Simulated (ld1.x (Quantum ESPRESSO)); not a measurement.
# Tungsten: generating and testing a TM potential

Do these settings give a usable potential? It is generated, then checked for transferability, scattering, ghosts and hardness.

Method: ld1.x (Quantum ESPRESSO) 7.5, PBEsol, scalar-relativistic.

### Step 1. The design

The settings as typed:

```json
{"element": "tungsten (W, Z = 74)", "type": "norm-conserving Troullier–Martins (Kleinman–Bylander form)", "frozen core": "[Kr] 4d10", "valence charge": "28", "reference configuration": "4f14 5s2 5p6 5d4 6s2 6p0", "partial waves": "5s (bound): rc 1.80 bohr; 5d (bound): rc 2.00 bohr; 4f (bound): rc 0.95 bohr; 5p (bound): rc 1.30 bohr", "occupied shells without a wave": "6s", "local potential": "the p channel", "core correction": "not asked for"}
```

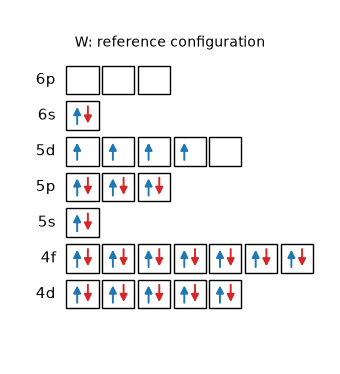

The outer shells as boxes. The arrows follow Hund's rule for the drawing; the calculation itself is spin-unpolarised.

The nodes and maxima of the atom's own shells, from an earlier all-electron run, set the scale for the radii.

All-electron outer shells of the reference configuration (PBEsol, scalar-relativistic, ld1.x):

```csv
shell,level (eV),outermost node (bohr),outermost maximum (bohr)
4p,-423.29,0.24,0.44
4d,-238.27,0.22,0.45
5s,-79.11,0.53,0.96
5p,-43.22,0.57,1.09
4f,-33.24,–,0.43
6s,-5.75,1.28,2.64
5d,-4.51,0.63,1.49
6p,-1.33,1.54,3.70
```

### Step 2. The generation run

W.in

```
 &input
   title='W', zed=74., rel=1, dft='PBESOL', iswitch=3,
   config='[Xe] 4f14 5d4 6s2 6p0',
   nld=4, rlderiv=2.20, eminld=-8.0, emaxld=5.0, deld=0.04
 /
 &inputp
   pseudotype=2, tm=.true., lloc=1,
   nlcc=.false.,
   file_pseudopw='W.UPF', file_wfcaegen='ae.wfc', file_wfcncgen='nc.wfc', file_beta='beta', file_chi='chi'
 /
4
5S  1  0   2.00   0.00  1.80  1.80  0.0
5D  3  2   4.00   0.00  2.00  2.00  0.0
4F  4  3  14.00   0.00  0.95  0.95  0.0
5P  2  1   6.00   0.00  1.30  1.30  0.0
 &test
   configts(1)='4f14 5s2 5p6 5d4 6s2 6p0'
 /
```

On the command line:

```sh
$ ld1.x < W.in > W.out
```

The output, W.out (without the banner and most projector matrices):

```text
     Program LD1 v.7.5
     --------------------------- All-electron run ----------------------------

     W
     scalar relativistic calculation

     atomic number is 74.00
     dft =PBESOL   lsd =0 sic =0 latt =0  beta=0.20 tr2=1.0E-14
     Exchange-correlation= PBESOL
                           (   1   4  10   8   0   0   0)
     mesh =1273 r(mesh) =  99.08072 a.u. xmin = -7.00 dx = 0.01250
     1 Ry =  13.60569312 eV, c = 137.03599908

     n l     nl                  e(Ry)          e(Ha)          e(eV)
     1 0     1S 1( 2.00)     -5106.1401     -2553.0700    -69472.5750
     2 0     2S 1( 2.00)      -881.3270      -440.6635    -11991.0646
     2 1     2P 1( 6.00)      -770.7920      -385.3960    -10487.1593
     3 0     3S 1( 2.00)      -202.9587      -101.4793     -2761.3933
     3 1     3P 1( 6.00)      -170.2322       -85.1161     -2316.1277
     4 0     4S 1( 2.00)       -41.8458       -20.9229      -569.3409
     4 1     4P 1( 6.00)       -31.1112       -15.5556      -423.2890
     3 2     3D 1(10.00)      -132.5923       -66.2962     -1804.0105
     5 0     5S 1( 2.00)        -5.8143        -2.9071       -79.1074
     5 1     5P 1( 6.00)        -3.1767        -1.5883       -43.2212
     4 2     4D 1(10.00)       -17.5123        -8.7561      -238.2667
     4 3     4F 1(14.00)        -2.4430        -1.2215       -33.2382
     5 2     5D 1( 4.00)        -0.3316        -0.1658        -4.5117
     6 0     6S 1( 2.00)        -0.4223        -0.2112        -5.7458
     6 1     6P 1( 0.00)        -0.0979        -0.0489        -1.3315

     final scf error:  2.3E-15 reached in  33 iterations

     Etot =  -32275.537659 Ry,  -16137.768830 Ha, -439131.060773 eV

     Ekin =   35567.121355 Ry,   17783.560677 Ha,  483915.338422 eV
     Encl =  -79818.466412 Ry,  -39909.233206 Ha,-1085985.559547 eV
     Eh   =   12611.683664 Ry,    6305.841832 Ha,  171590.697692 eV
     Exc  =    -635.876266 Ry,    -317.938133 Ha,   -8651.537340 eV

     normalization and overlap integrals

     s(1S/1S) =  1.000000  <r> =   0.0183  <r2> =    0.0005  r(max) =   0.0115
     s(2S/2S) =  1.000000  <r> =   0.0776  <r2> =    0.0071  r(max) =   0.0653
     s(2P/2P) =  1.000000  <r> =   0.0694  <r2> =    0.0059  r(max) =   0.0541
     s(3S/3S) =  1.000000  <r> =   0.2011  <r2> =    0.0462  r(max) =   0.1842
     s(3P/3P) =  1.000000  <r> =   0.2014  <r2> =    0.0470  r(max) =   0.1842
     s(4S/4S) =  1.000000  <r> =   0.4496  <r2> =    0.2282  r(max) =   0.4204
     s(4P/4P) =  1.000000  <r> =   0.4781  <r2> =    0.2601  r(max) =   0.4419
     s(3D/3D) =  1.000000  <r> =   0.1824  <r2> =    0.0390  r(max) =   0.1490
     s(5S/5S) =  1.000000  <r> =   1.0667  <r2> =    1.2791  r(max) =   0.9593
     s(5P/5P) =  1.000000  <r> =   1.2493  <r2> =    1.7719  r(max) =   1.0870
     s(4D/4D) =  1.000000  <r> =   0.5115  <r2> =    0.3032  r(max) =   0.4531
     s(4F/4F) =  1.000000  <r> =   0.6078  <r2> =    0.4646  r(max) =   0.4310
     s(5D/5D) =  1.000000  <r> =   2.0716  <r2> =    5.2601  r(max) =   1.4858
     s(6S/6S) =  1.000000  <r> =   3.1621  <r2> =   11.4190  r(max) =   2.6404
     s(6P/6P) =  1.000000  <r> =   4.7859  <r2> =   27.0086  r(max) =   3.7004

     ------------------------ End of All-electron run ------------------------

     --------------------- Generating NC pseudopotential ---------------------

      Generating local pot.: lloc=1, matching radius rcloc =   1.3000

      Wfc   5S  rcut= 1.815  Using Troullier-Martins method

      Wfc   5D  rcut= 2.006  Using Troullier-Martins method

      Wfc   4F  rcut= 0.947  Using Troullier-Martins method

     ------------------- End of pseudopotential generation -------------------

     [... the all-electron block is printed once more ...]


     Computing logarithmic derivative in   2.20275

       Warning: n=4, l=3 expected 0 nodes, found 1
       Setting wfc to zero for this iteration
       (This warning will only be printed once per wavefunction)

       Warning: n=1, l=0 expected 0 nodes, found 1
       Setting wfc to zero for this iteration
       (This warning will only be printed once per wavefunction)

     Message from routine run_pseudo:
     Warning: convergence not achieved
     Computing logarithmic derivative in   2.20275
     Computing the partial wave expansion
     R is outside the sphere for l=    0 j= 0.00
       no projector for channel:   1
     R is outside the sphere for l=    2 j= 0.00
     R is outside the sphere for l=    3 j= 0.00

     ---------------------- Testing the pseudopotential ----------------------

     W
     scalar relativistic calculation

     atomic number is 74.00   valence charge is 28.00
     dft =PBESOL   lsd =0 sic =0 latt =0  beta=0.20 tr2=1.0E-14
     mesh =1273 r(mesh) =  99.08072 xmin = -7.00 dx = 0.01250

     n l     nl             e AE (Ry)        e PS (Ry)    De AE-PS (Ry)
     4 3     4F   1(14.00)       -2.44296       -2.44297        0.00001
     1 0     5S   1( 2.00)       -5.81428       -5.81428       -0.00000
     2 1     5P   1( 6.00)       -3.17670       -3.17674        0.00004
     3 2     5D   1( 4.00)       -0.33160       -0.33160        0.00000
     2 0     6S   1( 2.00)       -0.42231       -0.47980        0.05749  !
     3 1     6P   1( 0.00)       -0.09787       -0.09898        0.00111

     eps = 6.1E-13  iter =201

     Etot =  -32275.537659 Ry,  -16137.768830 Ha, -439131.060773 eV
     Etotps =  -733.357433 Ry,    -366.678717 Ha,   -9977.836189 eV

     Ekin =     824.273200 Ry,     412.136600 Ha,   11214.808207 eV
     Encl =   -1433.165815 Ry,    -716.582907 Ha,  -19499.214270 eV
     Ehrt =     683.910860 Ry,     341.955430 Ha,    9305.081281 eV
     Ecxc =     -56.746285 Ry,     -28.373142 Ha,    -772.072536 eV
     Epseu=    -751.629394 Ry,    -375.814697 Ha,  -10226.438870 eV

     ---------------------- End of pseudopotential test ----------------------
```

It took 4.8 s on 1 thread of Neoverse-V1, shared host. This counts the later configuration tests of the new file too.

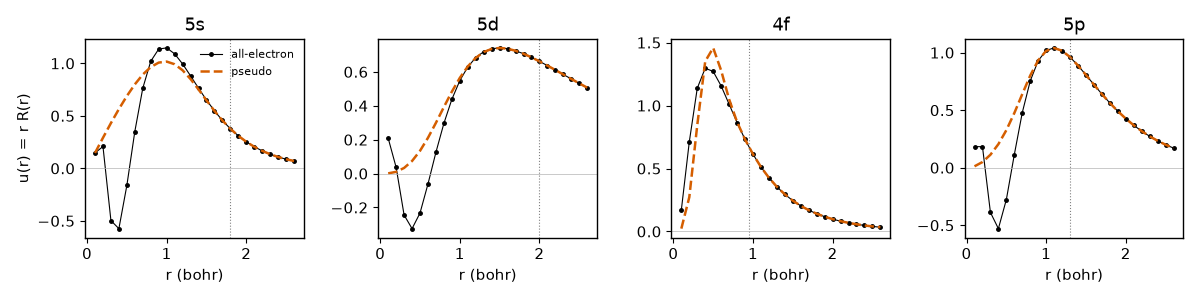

All-electron and pseudo partial waves (5s, 5d, 4f, 5p), with the matching radii dotted. The curves join 26 sampled radii, too few to resolve the innermost nodes.

### Step 3. Configuration tests

W.test.in

```
 &input
   title='W', zed=74., rel=1, dft='PBESOL', iswitch=2,
   config='[Xe] 4f14 5d4 6s2 6p0'
 /
 &test
   file_pseudo='W.UPF', nconf=8,
   configts(1)='4f14 5s2 5p6 5d4 6s2 6p0',
   configts(2)='4f14 5s2 5p6 5d4 6s1 6p0',
   configts(3)='4f14 5s2 5p6 5d4 6s0 6p0',
   configts(4)='4f14 5s2 5p6 5d3 6s0 6p0',
   configts(5)='4f14 5s2 5p6 5d3 6s2 6p0',
   configts(6)='4f14 5s2 5p6 5d4 6s0 6p2',
   configts(7)='4f14 5s2 5p6 5d5 6s0 6p0',
   configts(8)='4f13 5s2 5p6 5d5 6s2 6p0'
 /
```

On the command line:

```sh
$ ld1.x < W.test.in > W.test.out
```

W.test.out, the pseudopotential blocks, each with the warnings that came before it:

```text
     Warning: convergence not achieved
     Warning: n=1, l=0 expected 0 nodes, found 1
     Warning: n=4, l=3 expected 0 nodes, found 1
     ---------------------- Testing the pseudopotential ----------------------

     W
     scalar relativistic calculation

     atomic number is 74.00   valence charge is 28.00
     dft =PBESOL   lsd =0 sic =0 latt =0  beta=0.20 tr2=1.0E-14
     mesh =1273 r(mesh) =  99.08072 xmin = -7.00 dx = 0.01250

     n l     nl             e AE (Ry)        e PS (Ry)    De AE-PS (Ry)
     4 3     4F   1(14.00)       -2.44296       -2.44297        0.00001
     1 0     5S   1( 2.00)       -5.81428       -5.81428       -0.00000
     2 1     5P   1( 6.00)       -3.17670       -3.17674        0.00004
     3 2     5D   1( 4.00)       -0.33160       -0.33160        0.00000
     2 0     6S   1( 2.00)       -0.42231       -0.47980        0.05749  !
     3 1     6P   1( 0.00)       -0.09787       -0.09898        0.00111

     eps = 1.7E-13  iter =201

     Etot =  -32275.537659 Ry,  -16137.768830 Ha, -439131.060774 eV
     Etotps =  -733.357433 Ry,    -366.678717 Ha,   -9977.836189 eV

     Ekin =     824.273200 Ry,     412.136600 Ha,   11214.808207 eV
     Encl =   -1433.165815 Ry,    -716.582907 Ha,  -19499.214270 eV
     Ehrt =     683.910860 Ry,     341.955430 Ha,    9305.081281 eV
     Ecxc =     -56.746285 Ry,     -28.373142 Ha,    -772.072536 eV
     Epseu=    -751.629394 Ry,    -375.814697 Ha,  -10226.438871 eV

     ---------------------- End of pseudopotential test ----------------------

     Warning: convergence not achieved
     ---------------------- Testing the pseudopotential ----------------------

     W
     [...]
     n l     nl             e AE (Ry)        e PS (Ry)    De AE-PS (Ry)
     4 3     4F   1(14.00)       -2.99442       -3.04265        0.04823  !
     1 0     5S   1( 2.00)       -6.36615       -6.40284        0.03669  !
     2 1     5P   1( 6.00)       -3.73018       -3.76154        0.03135  !
     3 2     5D   1( 4.00)       -0.86540       -0.88887        0.02347  !
     2 0     6S   1( 1.00)       -0.89848       -0.98487        0.08639  !
     3 1     6P   1( 0.00)       -0.49824       -0.51027        0.01203  !

     eps = 6.2E-12  iter =201

     Etot =  -32274.881712 Ry,  -16137.440856 Ha, -439122.136149 eV
     Etotps =  -732.629902 Ry,    -366.314951 Ha,   -9967.937623 eV
     dEtot_ae =       0.655948 Ry
     dEtot_ps =       0.727531 Ry,   Delta E=      -0.071583 Ry

     [...]
     ---------------------- End of pseudopotential test ----------------------

     Warning: convergence not achieved
     ---------------------- Testing the pseudopotential ----------------------

     W
     [...]
     n l     nl             e AE (Ry)        e PS (Ry)    De AE-PS (Ry)
     4 3     4F   1(14.00)       -3.62544       -3.73927        0.11382  !
     1 0     5S   1( 2.00)       -6.99639       -7.08161        0.08522  !
     2 1     5P   1( 6.00)       -4.36014       -4.43171        0.07157  !
     3 2     5D   1( 4.00)       -1.46302       -1.51661        0.05360  !
     2 0     6S   1( 0.00)       -1.41469       -1.53954        0.12484  !
     3 1     6P   1( 0.00)       -0.94600       -0.97544        0.02945  !

     eps = 1.4E-11  iter =201

     Etot =  -32273.728137 Ry,  -16136.864069 Ha, -439106.440969 eV
     Etotps =  -731.371341 Ry,    -365.685670 Ha,   -9950.814020 eV
     dEtot_ae =       1.809522 Ry
     dEtot_ps =       1.986093 Ry,   Delta E=      -0.176571 Ry

     [...]
     ---------------------- End of pseudopotential test ----------------------

     Warning: convergence not achieved
     ---------------------- Testing the pseudopotential ----------------------

     W
     [...]
     n l     nl             e AE (Ry)        e PS (Ry)    De AE-PS (Ry)
     4 3     4F   1(14.00)       -4.57874       -4.69791        0.11917  !
     1 0     5S   1( 2.00)       -7.93830       -8.03235        0.09405  !
     2 1     5P   1( 6.00)       -5.28153       -5.36307        0.08153  !
     3 2     5D   1( 3.00)       -2.28777       -2.35155        0.06378  !
     2 0     6S   1( 0.00)       -2.07446       -2.23667        0.16221  !
     3 1     6P   1( 0.00)       -1.51670       -1.55500        0.03830  !

     eps = 1.7E-13  iter =201

     Etot =  -32271.861003 Ry,  -16135.930502 Ha, -439081.037319 eV
     Etotps =  -729.445070 Ry,    -364.722535 Ha,   -9924.605774 eV
     dEtot_ae =       3.676656 Ry
     dEtot_ps =       3.912363 Ry,   Delta E=      -0.235707 Ry

     [...]
     ---------------------- End of pseudopotential test ----------------------

     Warning: convergence not achieved
     ---------------------- Testing the pseudopotential ----------------------

     W
     [...]
     n l     nl             e AE (Ry)        e PS (Ry)    De AE-PS (Ry)
     4 3     4F   1(14.00)       -3.19888       -3.18241       -0.01648  !
     1 0     5S   1( 2.00)       -6.56484       -6.55879       -0.00604  !
     2 1     5P   1( 6.00)       -3.91467       -3.91374       -0.00093
     3 2     5D   1( 3.00)       -0.99568       -0.99795        0.00227
     2 0     6S   1( 2.00)       -0.96921       -1.04891        0.07971  !
     3 1     6P   1( 0.00)       -0.54250       -0.54637        0.00387

     eps = 6.1E-13  iter =201

     Etot =  -32274.885480 Ry,  -16137.442740 Ha, -439122.187418 eV
     Etotps =  -732.703846 Ry,    -366.351923 Ha,   -9968.943683 eV
     dEtot_ae =       0.652180 Ry
     dEtot_ps =       0.653587 Ry,   Delta E=      -0.001408 Ry

     [...]
     ---------------------- End of pseudopotential test ----------------------

     ---------------------- Testing the pseudopotential ----------------------

     W
     [...]
     n l     nl             e AE (Ry)        e PS (Ry)    De AE-PS (Ry)
     4 3     4F   1(14.00)       -2.66815       -2.75769        0.08955  !
     1 0     5S   1( 2.00)       -6.04018       -6.10266        0.06248  !
     2 1     5P   1( 6.00)       -3.40245       -3.45285        0.05040  !
     3 2     5D   1( 4.00)       -0.52764       -0.56189        0.03425  !
     2 0     6S   1( 0.00)       -0.56339       -0.65333        0.08995  !
     3 1     6P   1( 2.00)       -0.20261       -0.21703        0.01442  !

     eps = 3.6E-15  iter = 29

     Etot =  -32274.851296 Ry,  -16137.425648 Ha, -439121.722328 eV
     Etotps =  -732.539383 Ry,    -366.269692 Ha,   -9966.706052 eV
     dEtot_ae =       0.686363 Ry
     dEtot_ps =       0.818050 Ry,   Delta E=      -0.131687 Ry

     [...]
     ---------------------- End of pseudopotential test ----------------------

     Warning: convergence not achieved
     ---------------------- Testing the pseudopotential ----------------------

     W
     [...]
     n l     nl             e AE (Ry)        e PS (Ry)    De AE-PS (Ry)
     4 3     4F   1(14.00)       -2.81125       -2.91366        0.10242  !
     1 0     5S   1( 2.00)       -6.18639       -6.25877        0.07238  !
     2 1     5P   1( 6.00)       -3.56239       -3.62053        0.05815  !
     3 2     5D   1( 5.00)       -0.74759       -0.78851        0.04093  !
     2 0     6S   1( 0.00)       -0.83106       -0.92380        0.09273  !
     3 1     6P   1( 0.00)       -0.45533       -0.47526        0.01993  !

     eps = 1.3E-10  iter =201

     Etot =  -32274.822991 Ry,  -16137.411496 Ha, -439121.337220 eV
     Etotps =  -732.513779 Ry,    -366.256890 Ha,   -9966.357689 eV
     dEtot_ae =       0.714668 Ry
     dEtot_ps =       0.843654 Ry,   Delta E=      -0.128986 Ry

     [...]
     ---------------------- End of pseudopotential test ----------------------

     ---------------------- Testing the pseudopotential ----------------------

     W
     [...]
     n l     nl             e AE (Ry)        e PS (Ry)    De AE-PS (Ry)
     4 3     4F   1(13.00)       -3.10264       -3.12838        0.02574  !
     1 0     5S   1( 2.00)       -6.10719       -6.15726        0.05007  !
     2 1     5P   1( 6.00)       -3.39233       -3.36896       -0.02337  !
     3 2     5D   1( 5.00)       -0.40598       -0.38701       -0.01897  !
     2 0     6S   1( 2.00)       -0.43073       -0.51159        0.08085  !
     3 1     6P   1( 0.00)       -0.09463       -0.09186       -0.00278

     eps = 2.9E-15  iter =146

     Etot =  -32273.132231 Ry,  -16136.566116 Ha, -439098.333256 eV
     Etotps =  -730.933880 Ry,    -365.466940 Ha,   -9944.862067 eV
     dEtot_ae =       2.405428 Ry
     dEtot_ps =       2.423553 Ry,   Delta E=      -0.018125 Ry

     [...]
     ---------------------- End of pseudopotential test ----------------------
```

Excitation and ionisation energies from 4f14 5s2 5p6 5d4 6s2 6p0, with the error of the potential. A star marks tests that logged a warning.

| valence configuration | charge | ΔE all-electron (eV) | error AE − PS (meV) |
| --- | --- | --- | --- |
| 4f14 5s2 5p6 5d4 6s1 6p0 * | +1 | 8.925 | -974 |
| 4f14 5s2 5p6 5d4 6s0 6p0 * | +2 | 24.620 | -2402 |
| 4f14 5s2 5p6 5d3 6s0 6p0 * | +3 | 50.023 | -3207 |
| 4f14 5s2 5p6 5d3 6s2 6p0 * | +1 | 8.873 | -19 |
| 4f14 5s2 5p6 5d4 6s0 6p2 | 0 | 9.338 | -1792 |
| 4f14 5s2 5p6 5d5 6s0 6p0 * | +1 | 9.724 | -1755 |
| 4f13 5s2 5p6 5d5 6s2 6p0 | 0 | 32.728 | -247 |

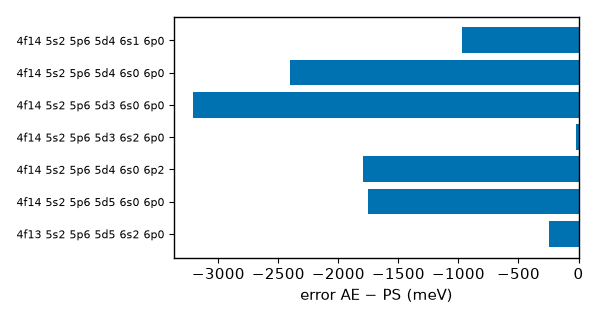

Error of the potential in each test configuration.

### Step 4. Logarithmic derivatives

Taken from the files of the generation run. The phase is arctan(r·u′/u) with u = r·R, unwrapped, with energies in Ry. A pole is an energy at which the radial function vanishes at the test radius. The pseudo phase is shifted by a multiple of π to meet the all-electron one at the reference energy. Levels narrower than the energy grid can be missing from the poles. The last column is the largest difference on the grid between −1 and +1 Ry.

```tsv
channel	radius (bohr)	reference (Ry)	poles AE	poles PS	window around the reference with phases within 0.05 rad (Ry)	largest difference near zero (rad)
s	2.20	-5.81	-5.69	-5.69, 3.22	below -1.3	0.549
p	2.20	-3.18	-2.82	-2.82	below 1.6	0.015
d	2.20	-0.33	1.02	1.02	below 4.8	0.000
f	2.20	-2.44	-2.41	-2.41	below 1.6	0.014
```

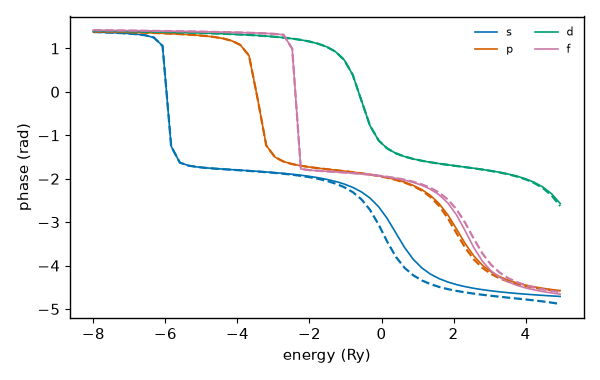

Phases by channel: all-electron solid, pseudo dashed.

### Step 5. Cutoff and ghost test in a Bessel basis

This step uses the generator's waves and projectors in a separate script. Basis: spherical Bessel functions vanishing at 20 bohr, q² up to the cutoff; potential fixed at the reference.

All-electron valence levels (Ry): 5s -5.8143, 6s -0.4223, 5d -0.3316, 4f -2.4430, 5p -3.1767, 6p -0.0979. The lowest levels of each channel (Ry) by cutoff; the last column sums, over occupied levels, occupation times the distance from the level at 400 Ry. A positive value at high cutoff is not a bound level.

| cutoff (Ry) | s #1 | s #2 | d #1 | f #1 | p #1 | p #2 | Σ f·Δε (mRy) |
| --- | --- | --- | --- | --- | --- | --- | --- |
| 8 | -5.7330 | -0.4387 | -0.0748 | 0.1100 | -2.5428 | -0.0583 | 40769.4 |
| 18 | -5.7799 | -0.4758 | -0.2959 | 0.1100 | -3.0526 | -0.0926 | 36658.2 |
| 35 | -5.8117 | -0.4787 | -0.3314 | 0.1100 | -3.1225 | -0.0956 | 36027.4 |
| 55 | -5.8138 | -0.4796 | -0.3316 | 0.1100 | -3.1711 | -0.0986 | 35729.1 |
| 90 | -5.8143 | -0.4797 | -0.3316 | 0.1100 | -3.1744 | -0.0988 | 35708.0 |
| 140 | -5.8143 | -0.4798 | -0.3316 | 0.1100 | -3.1766 | -0.0990 | 35694.5 |
| 230 | -5.8143 | -0.4798 | -0.3316 | -1.4914 | -3.1767 | -0.0990 | 13274.9 |
| 400 | -5.8143 | -0.4798 | -0.3316 | -2.4396 | -3.1767 | -0.0990 | 0.0 |

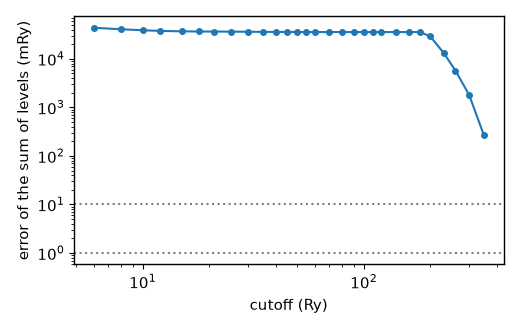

Occupation-weighted error of the valence levels against the cutoff; the dotted lines mark 10 and 1 mRy.

The sum stays within 10 mRy only somewhere over 300 Ry and within 1 mRy only somewhere over 300 Ry. The sum leaves out empty levels, which can need more. Ghost test: no level below the all-electron spectrum of its channel (s, d, f, p tested).

### Step 6. Results

```
                                                quantity                                                                    value
               cutoffs for 10 and 1 mRy, occupied levels                                              over 300 Ry and over 300 Ry
                                            bound ghosts                                                               none found
                       largest miss of a reference level                                                             782 meV (6s)
                            largest test error (AE − PS)  -3207 meV, for 4f14 5s2 5p6 5d3 6s0 6p0 (one of 6 tests with a warning)
largest phase difference near zero energy, channels read                                                                0.549 rad
```

What this shows: Already in the reference configuration the 6s level is off by 782 meV; it has no partial wave or projector of its own. The worst unpolarised test, 4f14 5s2 5p6 5d3 6s0 6p0, is off by 3207 meV on 50.0 eV; by total energies transferability rates as poor. That test lies far up in energy; among those under 40 eV, nearer to bonding, the largest error is 2402 meV. The potential is very hard: the looser tolerance needs over 300 Ry. The slowest occupied level is 4f: taken alone it needs over 300 Ry to come within 1 mRy, against 100 Ry for 5p. No bound ghost shows below the valence levels. Of the channels read, s scatters worst near zero energy, by up to 0.55 rad. These are tests on the free atom; a crystal test is still owed.
